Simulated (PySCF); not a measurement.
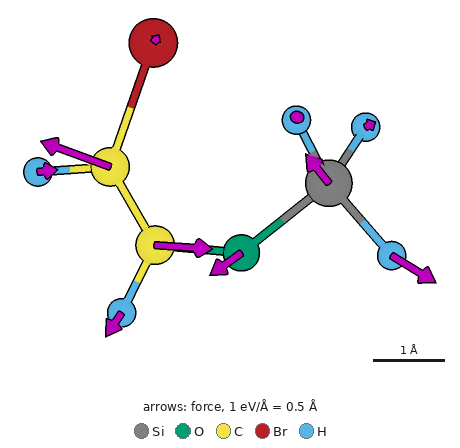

Starting geometry of C2H5BrOSi with the computed forces as purple arrows. Style: ball-and-stick. Shown at a tilt.

The start comes from GFN2-xTB. Its atoms were then displaced at random by about 0.01 Å.

Theory: PBE0-D3(BJ)/def2-SVP geometry optimisation, gas phase in PySCF 2.14.0, density-fitted response routines. 

### What follows when this structure is relaxed?

It isn't relaxed: the largest force vector, on a C atom, is 2.32 eV/Å. The final displacements have little in common with the starting forces (cosine between the two patterns 0.26). Over 8 geometry steps the energy falls by 3.96 kcal/mol. The atom that moves furthest after the best rigid fit is an H atom (0.14 Å). By element the largest moves are H 0.14 Å, Br 0.14 Å, O 0.13 Å, C 0.06 Å, Si 0.02 Å. Near-neighbour distances that change, for instance: H–Si 1.417 → 1.489 Å, O–Si 1.657 → 1.687 Å, C–H 1.072 → 1.097 Å, C–C 1.314 → 1.338 Å. Bond angles that change, for instance: O–Si–H 97.5° → 102.9°, H–Si–H 114.2° → 109.8°, H–Si–H 113.4° → 109.4°. The run took 72 s on 1 thread of Intel(R) Xeon(R) Platinum 8259CL CPU @ 2.50GHz, with other jobs on the host.
